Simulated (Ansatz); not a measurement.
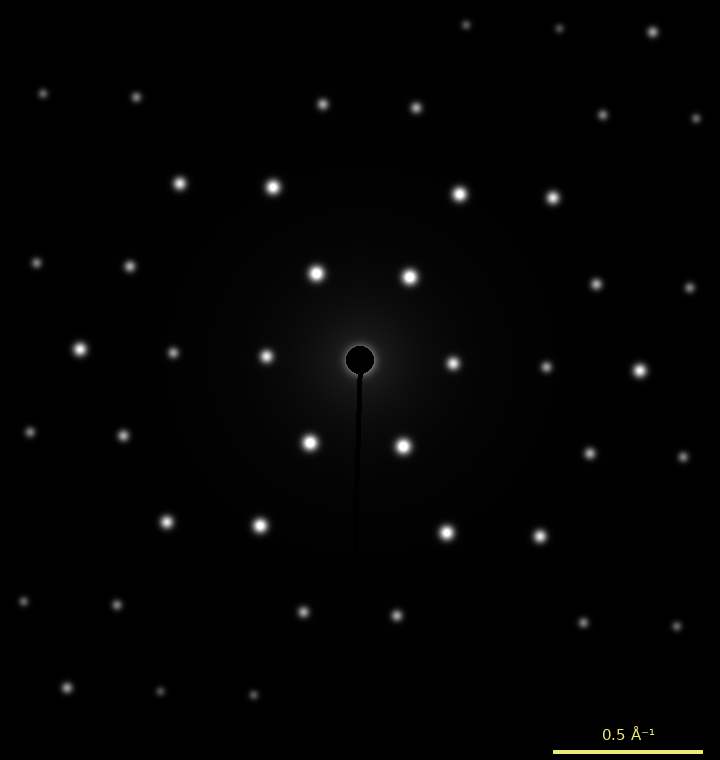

Simulated selected-area electron diffraction pattern (100 kV, kinematic approximation, thin crystal, B = 0.5 Å² for all atoms).

> Read the repeat vectors of the pattern off the scale bar.

The spots form a centred rectangular net whose two shortest vectors correspond to d = 3.17 Å and 3.06 Å, 61.1° apart.

> What is the point symmetry of the pattern, intensities included?

2mm.

> Which crystal and zone produced it?

This cannot be fixed from one zone alone; the pattern is [101] of La, space group P6_3/mmc (No. 194), a = 3.665 Å, c = 11.757 Å (hexagonal axes). The net vectors are 0 1 0 and 1 0 -1. Structure: the input geometry of an electronic-structure calculation (not necessarily at equilibrium).
